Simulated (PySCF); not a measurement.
**SiHBr: geometry relaxation (part 1 of 2)**

The run: geometry relaxation of SiHBr, SMILES [SiH]Br. Method and program: SVWN5/6-31G*, RKS (PySCF 2.14.0).

The geometry comes from this level: PBE0-D4/def2-TZVP. Figures and captions count atoms from 1; the log counts them from 0 in places.

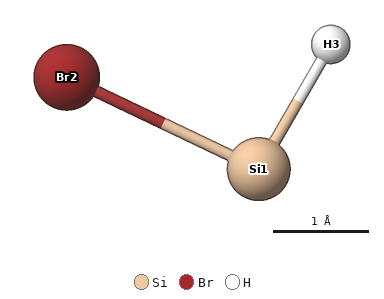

Figure 1. The input geometry (ball-and-stick view, seen at a tilt; atoms are numbered from 1 in the order of the input).

## Input (calc.py)
```python
from pyscf import gto, dft
from pyscf.geomopt.geometric_solver import kernel as optimise

mol = gto.M(
    atom='''
Si    -1.180512     0.986248    -0.559548
Br     2.533934     0.758725     1.476632
H     -1.374020    -1.867616    -0.942217
''',
    unit='bohr',
    basis='6-31g*',
    verbose=3,
    charge=0,
    max_memory=1860,
)

calc0 = dft.RKS(mol)
calc0.xc = 'svwn'
calc0.conv_tol = 1e-10
calc0.grids.level = 4
converged, mol_eq = optimise(calc0, maxsteps=60, convergence_set='GAU_TIGHT')
print('converged:', converged)
print(mol_eq.tostring())

calc0.reset(mol_eq)
mol = mol_eq
calc0.kernel()
if not calc0.converged:
    calc0 = calc0.newton().run(calc0.mo_coeff, calc0.mo_occ)
e_tot = calc0.e_tot
print(f'total energy: {e_tot:.8f} hartree')
```

Command:
```bash
OMP_NUM_THREADS=1 python calc.py
```

## Output
```
#|     Arguments passed to driver run_optimizer():      |#
convergence_set           GAU_TIGHT
customengine              <pyscf.geomopt.geometric_solver.PySCFEngine object>
maxiter                   60
----------------------------------------------------------
Custom engine selected.
Bonds will be generated from interatomic distances less than 1.20 times sum of covalent radii
9 internal coordinates being used (instead of 9 Cartesians)
Internal coordinate system (atoms numbered from 1):
Distance 1-2
Distance 1-3
Angle 2-1-3
Translation-X 1-3
Translation-Y 1-3
Translation-Z 1-3
Rotation-A 1-3
Rotation-B 1-3
Rotation-C 1-3
<class 'geometric.internal.Distance'> : 2
<class 'geometric.internal.Angle'> : 1
<class 'geometric.internal.TranslationX'> : 1
<class 'geometric.internal.TranslationY'> : 1
<class 'geometric.internal.TranslationZ'> : 1
<class 'geometric.internal.RotationA'> : 1
<class 'geometric.internal.RotationB'> : 1
<class 'geometric.internal.RotationC'> : 1
> ===== Optimization Info: ====
> Job type: Energy minimization
> Maximum number of optimization cycles: 60
> Initial / maximum trust radius (Angstrom): 0.100 / 0.300
> Convergence Criteria:
> Will converge when all 5 criteria are reached:
>  |Delta-E| < 1.00e-06
>  RMS-Grad  < 1.00e-05
>  Max-Grad  < 1.50e-05
>  RMS-Disp  < 4.00e-05
>  Max-Disp  < 6.00e-05
> === End Optimization Info ===

Geometry optimization cycle 1
Cartesian coordinates (Angstrom)
 Atom        New coordinates             dX        dY        dZ
  Si  -0.624700   0.521900  -0.296100    0.000000  0.000000  0.000000
  Br   1.340900   0.401500   0.781400    0.000000  0.000000  0.000000
   H  -0.727100  -0.988300  -0.498600    0.000000  0.000000  0.000000
converged SCF energy = -2859.19225825995
--------------- RKS_Scanner gradients ---------------
         x                y                z
0 Si     0.0009045141    -0.0070688255    -0.0001845609
1 Br    -0.0007857109     0.0004469868    -0.0003799142
2 H    -0.0001313636     0.0065817737     0.0005624809
----------------------------------------------
cycle 1: E = -2859.19225826  dE = -2859.19  norm(grad) = 0.0097691
Step    0 : Gradient = 5.640e-03/7.129e-03 (rms/max) Energy = -2859.1922582599
Hessian Eigenvalues: 5.00000e-02 5.00000e-02 5.00000e-02 ... 1.57229e-01 1.60000e-01 1.68751e-01

Geometry optimization cycle 2
Cartesian coordinates (Angstrom)
 Atom        New coordinates             dX        dY        dZ
  Si  -0.627243   0.534688  -0.296287   -0.002542  0.012789 -0.000187
  Br   1.340819   0.400065   0.780905   -0.000081 -0.001435 -0.000495
   H  -0.724078  -0.998382  -0.497854    0.003023 -0.010082  0.000746
converged SCF energy = -2859.19240983173
--------------- RKS_Scanner gradients ---------------
         x                y                z
0 Si     0.0001710546    -0.0001366249     0.0000774293
1 Br    -0.0003264566    -0.0001127445    -0.0001725249
2 H     0.0001362867     0.0002146578     0.0000962032
----------------------------------------------
cycle 2: E = -2859.19240983  dE = -0.000151572  norm(grad) = 0.000526192
Step    1 : Displace = 9.699e-03/1.289e-02 (rms/max) Trust = 1.000e-01 (=) Grad = 3.038e-04/3.861e-04 (rms/max) E (change) = -2859.1924098317 (-1.516e-04) Quality = 1.006
Hessian Eigenvalues: 4.99668e-02 5.00000e-02 5.00000e-02 ... 1.43944e-01 1.65535e-01 1.74298e-01

Geometry optimization cycle 3
Cartesian coordinates (Angstrom)
 Atom        New coordinates             dX        dY        dZ
  Si  -0.626712   0.534405  -0.296060    0.000531 -0.000284  0.000227
  Br   1.342616   0.402476   0.781625    0.001797  0.002411  0.000720
   H  -0.725781  -0.999371  -0.498837   -0.001704 -0.000989 -0.000983
converged SCF energy = -2859.19241089137
--------------- RKS_Scanner gradients ---------------
         x                y                z
0 Si     0.0000207983    -0.0000165727     0.0000058932
1 Br    -0.0000059861    -0.0000147440     0.0000134826
2 H    -0.0000330852    -0.0000045517    -0.0000187655
----------------------------------------------
cycle 3: E = -2859.19241089  dE = -1.05964e-06  norm(grad) = 5.14242e-05
Step    2 : Displace = 2.126e-03/2.691e-03 (rms/max) Trust = 1.414e-01 (+) Grad = 2.969e-05/3.831e-05 (rms/max) E (change) = -2859.1924108914 (-1.060e-06) Quality = 0.815
Hessian Eigenvalues: 4.65905e-02 5.00000e-02 5.00000e-02 ... 1.47122e-01 1.65621e-01 1.90745e-01

Geometry optimization cycle 4
Cartesian coordinates (Angstrom)
 Atom        New coordinates             dX        dY        dZ
  Si  -0.626820   0.534621  -0.296135   -0.000108  0.000217 -0.000075
  Br   1.342729   0.403291   0.781299    0.000114  0.000815 -0.000326
   H  -0.725208  -0.999270  -0.498456    0.000573  0.000101  0.000381
converged SCF energy = -2859.19241093021
--------------- RKS_Scanner gradients ---------------
         x                y                z
0 Si     0.0000034864     0.0000027594    -0.0000017756
1 Br    -0.0000022181    -0.0000261892     0.0000142821
2 H    -0.0000193354    -0.0000125577    -0.0000119502
----------------------------------------------
cycle 4: E = -2859.19241093  dE = -3.88332e-08  norm(grad) = 3.99006e-05
Step    3 : Displace = 1.562e-04/1.875e-04 (rms/max) Trust = 2.000e-01 (+) Grad = 2.304e-05/2.991e-05 (rms/max) E (change) = -2859.1924109302 (-3.883e-08) Quality = 0.823
Hessian Eigenvalues: 3.98079e-03 5.00000e-02 5.00000e-02 ... 1.44303e-01 1.69554e-01 3.17988e-01

Geometry optimization cycle 5
Cartesian coordinates (Angstrom)
 Atom        New coordinates             dX        dY        dZ
  Si  -0.627614   0.536797  -0.296807   -0.000794  0.002176 -0.000672
  Br   1.344623   0.414498   0.777502    0.001894  0.011207 -0.003797
   H  -0.718977  -0.998183  -0.494228    0.006231  0.001087  0.004228
converged SCF energy = -2859.19241103306
--------------- RKS_Scanner gradients ---------------
         x                y                z
0 Si    -0.0001316906     0.0001015382    -0.0000662567
1 Br     0.0000538527    -0.0000966913     0.0000350472
2 H     0.0000632503    -0.0000423784     0.0000305784
----------------------------------------------
cycle 5: E = -2859.19241103  dE = -1.02852e-07  norm(grad) = 0.000228586
Step    4 : Displace = 9.294e-04/1.116e-03 (rms/max) Trust = 2.828e-01 (+) Grad = 1.320e-04/1.790e-04 (rms/max) E (change) = -2859.1924110331 (-1.029e-07) Quality = 0.205
Poor-quality step dominated by net translation/rotation detected; will project out net forces and torques past this point.
Hessian Eigenvalues: 1.27935e-03 5.00000e-02 5.00000e-02 ... 1.44202e-01 1.72323e-01 4.80426e-01

Geometry optimization cycle 6
Cartesian coordinates (Angstrom)
 Atom        New coordinates             dX        dY        dZ
  Si  -0.628176   0.539158  -0.297419   -0.000562  0.002362 -0.000612
  Br   1.347114   0.429166   0.772958    0.002490  0.014668 -0.004544
   H  -0.711825  -0.996961  -0.489325    0.007152  0.001223  0.004903
converged SCF energy = -2859.19241114516
--------------- RKS_Scanner gradients ---------------
         x                y                z
0 Si    -0.0001990477     0.0001475129    -0.0000977314
1 Br     0.0000849894    -0.0001311579     0.0000428487
2 H     0.0001048950    -0.0000545297     0.0000519961
----------------------------------------------
cycle 6: E = -2859.19241115  dE = -1.12104e-07  norm(grad) = 0.000337451
Step    5 : Displace = 4.647e-04/5.598e-04 (rms/max) Trust = 4.647e-04 (-) Grad = 1.887e-04/2.641e-04 (rms/max) E (change) = -2859.1924111452 (-1.121e-07) Quality = 0.165
Hessian Eigenvalues: 2.42470e-03 5.00000e-02 5.00000e-02 ... 1.43986e-01 1.71051e-01 3.82659e-01

Geometry optimization cycle 7
Cartesian coordinates (Angstrom)
 Atom        New coordinates             dX        dY        dZ
  Si  -0.628034   0.539026  -0.297353    0.000142 -0.000132  0.000066
  Br   1.347198   0.429364   0.773019    0.000084  0.000198  0.000061
   H  -0.712052  -0.997031  -0.489452   -0.000227 -0.000070 -0.000127
converged SCF energy = -2859.19241130665
--------------- RKS_Scanner gradients ---------------
         x                y                z
0 Si    -0.0001690293     0.0001194225    -0.0000842898
1 Br     0.0000761223    -0.0001140248     0.0000395047
2 H     0.0000839150    -0.0000436270     0.0000418132
----------------------------------------------
cycle 7: E = -2859.19241131  dE = -1.61483e-07  norm(grad) = 0.000284583
Step    6 : Displace = 2.337e-04/2.797e-04 (rms/max) Trust = 2.323e-04 (-) Grad = 1.582e-04/2.213e-04 (rms/max) E (change) = -2859.1924113066 (-1.615e-07) Quality = 1.158
Hessian Eigenvalues: 2.41847e-03 4.99564e-02 5.00000e-02 ... 1.40710e-01 1.46811e-01 1.99781e-01

Geometry optimization cycle 8
Cartesian coordinates (Angstrom)
 Atom        New coordinates             dX        dY        dZ
  Si  -0.627832   0.538838  -0.297259    0.000202 -0.000188  0.000094
  Br   1.347311   0.429657   0.773101    0.000113  0.000292  0.000081
   H  -0.712366  -0.997134  -0.489628   -0.000314 -0.000104 -0.000176
converged SCF energy = -2859.19241148347
--------------- RKS_Scanner gradients ---------------
         x                y                z
0 Si    -0.0001253723     0.0000804170    -0.0000639968
1 Br     0.0000620489    -0.0000898483     0.0000338033
2 H     0.0000545809    -0.0000288738     0.0000270983
----------------------------------------------
cycle 8: E = -2859.19241148  dE = -1.76819e-07  norm(grad) = 0.000209507
Step    7 : Displace = 3.298e-04/3.945e-04 (rms/max) Trust = 3.286e-04 (+) Grad = 1.147e-04/1.599e-04 (rms/max) E (change) = -2859.1924114835 (-1.768e-07) Quality = 1.016
Hessian Eigenvalues: 2.41833e-03 4.99264e-02 5.00000e-02 ... 1.39751e-01 1.46059e-01 2.01441e-01

Geometry optimization cycle 9
Cartesian coordinates (Angstrom)
 Atom        New coordinates             dX        dY        dZ
  Si  -0.627551   0.538551  -0.297128    0.000281 -0.000288  0.000131
  Br   1.347432   0.430175   0.773176    0.000121  0.000519  0.000076
   H  -0.712746  -0.997324  -0.489835   -0.000381 -0.000189 -0.000207
converged SCF energy = -2859.19241163592
--------------- RKS_Scanner gradients ---------------
         x                y                z
0 Si    -0.0000516255     0.0000280651    -0.0000286007
1 Br     0.0000298351    -0.0000554425     0.0000189821
2 H     0.0000134682    -0.0000110370     0.0000063183
----------------------------------------------
cycle 9: E = -2859.19241164  dE = -1.52455e-07  norm(grad) = 9.45426e-05
Step    8 : Displace = 4.617e-04/5.495e-04 (rms/max) Trust = 4.647e-04 (+) Grad = 4.703e-05/6.313e-05 (rms/max) E (change) = -2859.1924116359 (-1.525e-07) Quality = 1.037
Hessian Eigenvalues: 2.41592e-03 4.93715e-02 5.00000e-02 ... 1.38877e-01 1.45299e-01 2.05551e-01

Geometry optimization cycle 10
Cartesian coordinates (Angstrom)
 Atom        New coordinates             dX        dY        dZ
  Si  -0.627572   0.538953  -0.297272   -0.000021  0.000402 -0.000144
  Br   1.348341   0.436286   0.771506    0.000910  0.006111 -0.001670
   H  -0.710324  -0.997287  -0.488127    0.002422  0.000037  0.001708
converged SCF energy = -2859.192411829
--------------- RKS_Scanner gradients ---------------
         x                y                z
0 Si     0.0000031026    -0.0000000215    -0.0000009325
1 Br     0.0000015948    -0.0000347046     0.0000023209
2 H    -0.0000102770    -0.0000034661    -0.0000059886
----------------------------------------------
cycle 10: E = -2859.19241183  dE = -1.9308e-07  norm(grad) = 3.70989e-05
Step    9 : Displace = 2.696e-04/3.160e-04 (rms/max) Trust = 6.571e-04 (+) Grad = 9.445e-06/1.262e-05 (rms/max) E (change) = -2859.1924118290 (-1.931e-07) Quality = 1.946
Hessian Eigenvalues: 3.91681e-04 4.74184e-02 5.00000e-02 ... 1.44258e-01 1.75748e-01 2.83667e-01

Geometry optimization cycle 11
Cartesian coordinates (Angstrom)
 Atom        New coordinates             dX        dY        dZ
  Si  -0.628289   0.541991  -0.298436   -0.000717  0.003038 -0.001164
  Br   1.353555   0.473084   0.760979    0.005214  0.036798 -0.010527
   H  -0.694302  -0.996536  -0.477090    0.016022  0.000750  0.011037
converged SCF energy = -2859.1924125307
--------------- RKS_Scanner gradients ---------------
         x                y                z
0 Si     0.0001544771    -0.0000656385     0.0000764986
1 Br    -0.0000738372     0.0000246648    -0.0000537066
2 H    -0.0000704000     0.0000111543    -0.0000366804
----------------------------------------------
cycle 11: E = -2859.19241253  dE = -7.01697e-07  norm(grad) = 0.000222248
Step   10 : Displace = 6.778e-04/7.877e-04 (rms/max) Trust = 9.293e-04 (+) Grad = 1.303e-04/1.835e-04 (rms/max) E (change) = -2859.1924125307 (-7.017e-07) Quality = 1.559
Hessian Eigenvalues: 2.04259e-04 4.73625e-02 5.00000e-02 ... 1.44271e-01 1.81841e-01 3.63824e-01

Geometry optimization cycle 12
Cartesian coordinates (Angstrom)
 Atom        New coordinates             dX        dY        dZ
  Si  -0.629271   0.545072  -0.299676   -0.000982  0.003082 -0.001240
  Br   1.357945   0.506967   0.751028    0.004390  0.033883 -0.009951
   H  -0.678448  -0.995407  -0.466513    0.015853  0.001129  0.010576
converged SCF energy = -2859.19241291819
--------------- RKS_Scanner gradients ---------------
         x                y                z
0 Si     0.0001736079    -0.0000690584     0.0000876395
1 Br    -0.0000799432     0.0000412358    -0.0000726526
2 H    -0.0000735660     0.0000120005    -0.0000378040
----------------------------------------------
cycle 12: E = -2859.19241292  dE = -3.87489e-07  norm(grad) = 0.000250887
Step   11 : Displace = 4.199e-05/5.718e-05 (rms/max) Trust = 1.314e-03 (+) Grad = 1.456e-04/2.042e-04 (rms/max) E (change) = -2859.1924129182 (-3.875e-07) Quality = 1.353
Hessian Eigenvalues: 2.03252e-04 4.72666e-02 5.00000e-02 ... 1.44249e-01 1.75929e-01 2.69891e-01

Geometry optimization cycle 13
Cartesian coordinates (Angstrom)
 Atom        New coordinates             dX        dY        dZ
  Si  -0.630065   0.546741  -0.300498   -0.000795  0.001669 -0.000822
  Br   1.359699   0.522786   0.746423    0.001754  0.015819 -0.004605
   H  -0.670166  -0.994618  -0.461382    0.008282  0.000789  0.005132
converged SCF energy = -2859.19241315853
--------------- RKS_Scanner gradients ---------------
         x                y                z
0 Si     0.0000762921    -0.0000270930     0.0000409374
1 Br    -0.0000235440     0.0000137493    -0.0000510459
2 H    -0.0000305649     0.0000041910    -0.0000159409
----------------------------------------------
cycle 13: E = -2859.19241316  dE = -2.40347e-07  norm(grad) = 0.000113072
Step   12 : Displace = 4.795e-04/5.673e-04 (rms/max) Trust = 1.859e-03 (+) Grad = 6.361e-05/8.846e-05 (rms/max) E (change) = -2859.1924131585 (-2.403e-07) Quality = 1.274
Hessian Eigenvalues: 2.21744e-04 4.54307e-02 4.84789e-02 ... 1.41992e-01 1.45886e-01 2.13729e-01
```
